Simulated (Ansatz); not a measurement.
# CH₄GaO radical: an energy map over bond length C1–H4 and angle H6–C1–H4, part 2 of 2

A grid of calculations on CH4GaO, SMILES C[O][GaH], spin multiplicity 2, to see where the energy is lowest and how it rises around there.

Ansatz 0.2.0; UKS r2SCAN-D4/def2-SVP.

## (3) The grid

First coordinate, bond length C1–H4: 7 values from 0.930 to 1.439 Å. Second coordinate, angle H6–C1–H4: 7 values from 72.6 to 142.6 °.

Nothing else is relaxed (all other coordinates rigid). Energies count from the relaxed molecule at the same level. Points are written as (first, second).

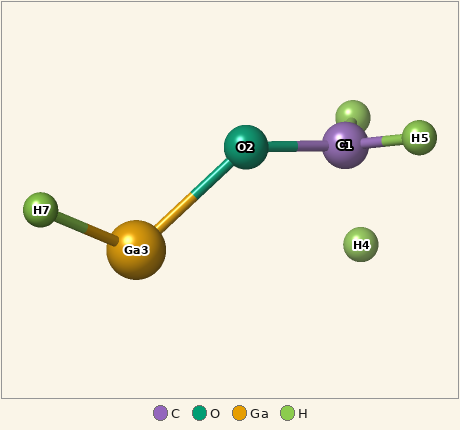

The geometry at (1.439 Å, 72.6°).

Below, 3 of the grid's runs; all are launched alike.

## (4) Point (1.439 Å, 72.6°)

input.yaml reads:

```yaml
crystal:
  periodic: [false, false, false]
  atoms:
    - { symbol: C, position_ang: [-0.578541, 0.844034, -0.072302] }
    - { symbol: O, position_ang: [0.324993, -0.127667, 0.378711] }
    - { symbol: Ga, position_ang: [0.845345, -1.686621, -0.338778] }
    - { symbol: H, position_ang: [-1.178974, 0.52214, -1.339814] }
    - { symbol: H, position_ang: [-0.068455, 1.818723, -0.181075] }
    - { symbol: H, position_ang: [-1.674008, 0.82809, 0.075367] }
    - { symbol: H, position_ang: [1.91206, -2.421786, 0.599716] }
magnetization:
  spin_polarized: true
  initial_magnetization: 1
basis:
  gaussian: { orbitals: def2-SVP }
hamiltonian:
  xc: r2scan
  dispersion: d4
output:
  forces: true
```

Command:

```
$ ansatz run input.yaml --threads 1 --pin off --max-ram 2560MiB --backend cpu --events-out ev --progress --plain --runs-dir out
```

The log of the run (excerpt; [...] marks lines left out):

```text
Warning: RAYON_NUM_THREADS=1 ignored (pool sized by the plan → 1); use --threads N
[...]
Functional definition: r2SCAN
[...]
888 factors; their error is unknown
[...]
mean field -55513.65502328 eV, -2040.0891935987 hartree, gradient 7.2e-5 eV, S^2 0.756103; 0 other end points of the search recorded, 0 dependent functions left out
[...]
reference -55513.65503706 eV, -2040.0891941052 hartree; 25, 24 occupied and 55, 56 virtual orbitals, 888 factors
Total energy: -55513.68097637 eV, -2040.0901473570 hartree
Atom 0 at    -0.578541     0.844034    -0.072302 Å, force    -1.029980    -1.580461    -4.382844 eV/Å
Atom 1 at     0.324993    -0.127667     0.378711 Å, force    -1.402991     0.916907     0.125712 eV/Å
Atom 2 at     0.845345    -1.686621    -0.338778 Å, force     0.018467    -0.168082    -0.105025 eV/Å
Atom 3 at    -1.178974     0.522140    -1.339814 Å, force     2.527853     0.792598     1.938039 eV/Å
Atom 4 at    -0.068455     1.818723    -0.181075 Å, force    -0.564053    -0.084118     0.052946 eV/Å
Atom 5 at    -1.674008     0.828090     0.075367 Å, force     0.449783     0.121067     2.355341 eV/Å
Atom 6 at     1.912060    -2.421786     0.599716 Å, force     0.000922     0.002089     0.015832 eV/Å
Dipole moment:    -0.067236    -0.073438    -0.131924 e Å
```

Run time: 8 s. Hardware: 1 thread of Arm Neoverse V1, shared host; peak memory 0.16 GiB.

On the map this point reads 38.3 kcal/mol.

## (5) The run at (1.100 Å, 107.6°)

input.yaml: that of step 4 with these lines changed.

```diff
@@ -6,5 +6,5 @@
     - { symbol: Ga, position_ang: [0.845345, -1.686621, -0.338778] }
-    - { symbol: H, position_ang: [-1.178974, 0.52214, -1.339814] }
+    - { symbol: H, position_ang: [-1.037524, 0.597972, -1.041213] }
     - { symbol: H, position_ang: [-0.068455, 1.818723, -0.181075] }
-    - { symbol: H, position_ang: [-1.674008, 0.82809, 0.075367] }
+    - { symbol: H, position_ang: [-1.39554, 0.976749, 0.660505] }
     - { symbol: H, position_ang: [1.91206, -2.421786, 0.599716] }
```

Command:

```
$ ansatz run input.yaml --threads 1 --pin off --max-ram 2560MiB --backend cpu --events-out ev --progress --plain --runs-dir out
```

The log of the run (excerpt; [...] marks lines left out):

```text
Warning: RAYON_NUM_THREADS=1 ignored (pool sized by the plan → 1); use --threads N
[...]
[... 1 set-up line as earlier in the session ...]
[...]
888 factors; their error is unknown
[...]
mean field -55515.31762561 eV, -2040.1502931075 hartree, gradient 8.6e-5 eV, S^2 0.755917; 0 other end points of the search recorded, 0 dependent functions left out
[...]
reference -55515.31763951 eV, -2040.1502936183 hartree; 25, 24 occupied and 55, 56 virtual orbitals, 888 factors
Total energy: -55515.34069751 eV, -2040.1511409842 hartree
Atom 0 at    -0.578541     0.844034    -0.072302 Å, force     0.078656     0.055376     0.180141 eV/Å
Atom 1 at     0.324993    -0.127667     0.378711 Å, force     0.006158    -0.006947     0.005921 eV/Å
Atom 2 at     0.845345    -1.686621    -0.338778 Å, force    -0.000189     0.000633    -0.000003 eV/Å
Atom 3 at    -1.037524     0.597972    -1.041213 Å, force    -0.090563    -0.053837    -0.200724 eV/Å
Atom 4 at    -0.068455     1.818723    -0.181075 Å, force     0.000491     0.001722     0.006612 eV/Å
Atom 5 at    -1.395540     0.976749     0.660505 Å, force     0.005239     0.003187     0.007982 eV/Å
Atom 6 at     1.912060    -2.421786     0.599716 Å, force     0.000208    -0.000134     0.000071 eV/Å
Dipole moment:    -0.144276     0.019134    -0.204939 e Å
```

Run time: 7.6 s. Hardware: 1 thread of Arm Neoverse V1, shared host; peak memory 0.17 GiB.

Energy on the map's scale: 0.018 kcal/mol.

## (6) Grid point (1.185 Å, 96.0°)

input.yaml: that of step 5 with these lines changed.

```diff
@@ -6,5 +6,5 @@
     - { symbol: Ga, position_ang: [0.845345, -1.686621, -0.338778] }
-    - { symbol: H, position_ang: [-1.037524, 0.597972, -1.041213] }
+    - { symbol: H, position_ang: [-1.072991, 0.578958, -1.116084] }
     - { symbol: H, position_ang: [-0.068455, 1.818723, -0.181075] }
-    - { symbol: H, position_ang: [-1.39554, 0.976749, 0.660505] }
+    - { symbol: H, position_ang: [-1.528273, 0.930338, 0.486866] }
     - { symbol: H, position_ang: [1.91206, -2.421786, 0.599716] }
```

Command:

```
$ ansatz run input.yaml --threads 1 --pin off --max-ram 2560MiB --backend cpu --events-out ev --progress --plain --runs-dir out
```

The log of the run (excerpt; [...] marks lines left out):

```text
Warning: RAYON_NUM_THREADS=1 ignored (pool sized by the plan → 1); use --threads N
[...]
[... 1 set-up line as earlier in the session ...]
[...]
888 factors; their error is unknown
[...]
mean field -55515.13506448 eV, -2040.1435841094 hartree, gradient 2.6e-5 eV, S^2 0.755922; 0 other end points of the search recorded, 0 dependent functions left out
[...]
reference -55515.13507835 eV, -2040.1435846193 hartree; 25, 24 occupied and 55, 56 virtual orbitals, 888 factors
Total energy: -55515.15820851 eV, -2040.1444346369 hartree
Atom 0 at    -0.578541     0.844034    -0.072302 Å, force    -1.008710    -0.747135    -2.407151 eV/Å
Atom 1 at     0.324993    -0.127667     0.378711 Å, force    -0.467328     0.306359     0.184342 eV/Å
Atom 2 at     0.845345    -1.686621    -0.338778 Å, force    -0.003970    -0.041120    -0.022637 eV/Å
Atom 3 at    -1.072991     0.578958    -1.116084 Å, force     1.237693     0.421071     1.236518 eV/Å
Atom 4 at    -0.068455     1.818723    -0.181075 Å, force    -0.224223    -0.010952     0.141739 eV/Å
Atom 5 at    -1.528273     0.930338     0.486866 Å, force     0.463186     0.068799     0.863580 eV/Å
Atom 6 at     1.912060    -2.421786     0.599716 Å, force     0.003352     0.002979     0.003609 eV/Å
Dipole moment:    -0.128856    -0.008466    -0.198077 e Å
```

It took 7.9 s on 1 thread of Arm Neoverse V1, shared host; peak memory 0.16 GiB.

That is 4.2 kcal/mol from the zero.

## (7) The map

49 points were computed. Energies in kcal/mol, from the relaxed molecule at the same level:

```tsv
angle H6–C1–H4 (°) ↓, bond length C1–H4 (Å) →	0.930	1.015	1.100	1.185	1.269	1.354	1.439
142.6	40.1	27.8	24.7	27.1	32.8	40.4	48.9
131.0	26.7	14.3	11.0	13.4	19.0	26.5	34.9
119.3	18.7	6.2	2.8	4.9	10.3	17.6	25.8
107.6	16.4	3.7	0.0	1.9	7.0	13.9	21.7
96.0	20.0	6.9	2.8	4.2	8.8	15.3	22.6
84.3	29.4	15.9	11.2	12.0	15.9	21.6	28.2
72.6	44.9	30.7	25.3	25.2	28.1	32.8	38.3
```

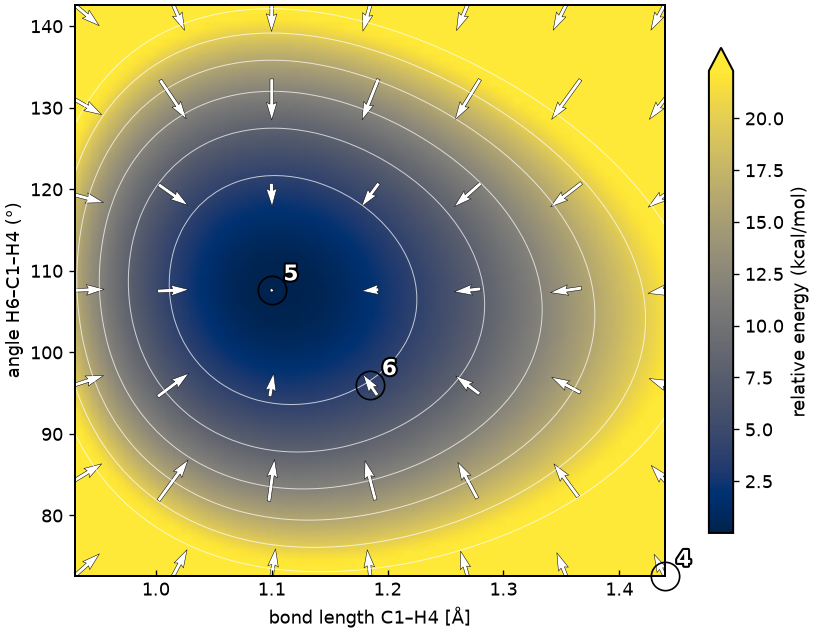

The map; numbers mark the steps of this session that print a point's run. In the figure: a smooth colour map, arrows along the force (downhill), longer where it is stronger, one colour for all values above the top of the scale. Between grid points the surface is interpolated.

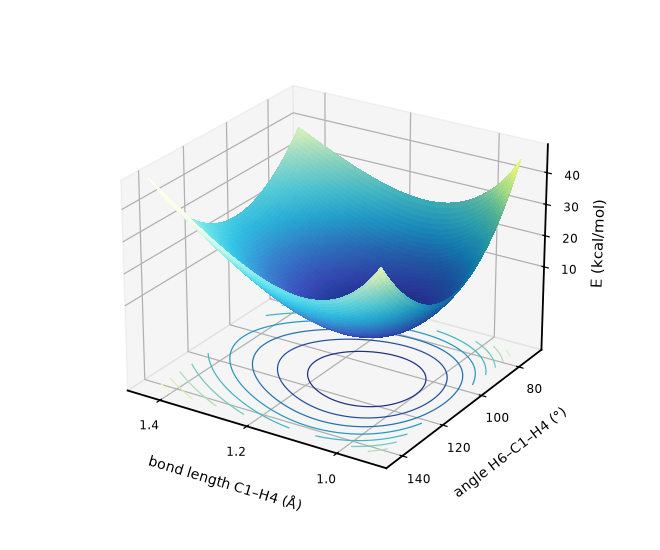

The same map in relief. Drawn: a relief with its contours projected below.

The largest force on an atom (eV/Å) at each point:

```tsv
angle H6–C1–H4 (°) ↓, bond length C1–H4 (Å) →	0.930	1.015	1.100	1.185	1.269	1.354	1.439
142.6	12.2	6.5	3.2	3.2	3.7	4.3	4.5
131.0	11.5	5.8	2.3	2.4	3.6	4.2	4.4
119.3	10.5	4.8	1.3	2.2	3.4	4.0	4.3
107.6	9.6	3.8	0.2	1.9	3.2	3.8	4.1
96.0	9.8	4.1	1.1	2.7	3.7	4.0	4.0
84.3	10.2	4.6	2.2	3.5	4.3	4.7	4.6
72.6	10.7	5.4	3.3	3.8	4.6	4.8	4.8
```

## (8) Outcome

What follows sums up all 2 parts.

```
                       quantity                                                                           value
                   lowest point                                               (1.100 Å, 107.6°), 0.018 kcal/mol
         highest computed point                               (1.439 Å, 142.6°), 48.9 kcal/mol above the lowest
largest force on an atom (eV/Å)  0.2 at (1.100 Å, 107.6°) to 12.2 at (0.930 Å, 142.6°); 0.2 at the lowest point
        time for the whole task                                                 12 min on 1 thread, shared host
```

The lowest computed point is at (1.100 Å, 107.6°), 0.018 kcal/mol from the relaxed molecule at the same level. The grid is coarse, so the lowest point of the scanned range may lie between grid points; coordinates that were held can hide deeper minima. No other kind of well shows on this grid. The highest computed point, (1.439 Å, 142.6°), lies 48.9 kcal/mol above the lowest. Round the minimum the two coordinates are nearly uncoupled.
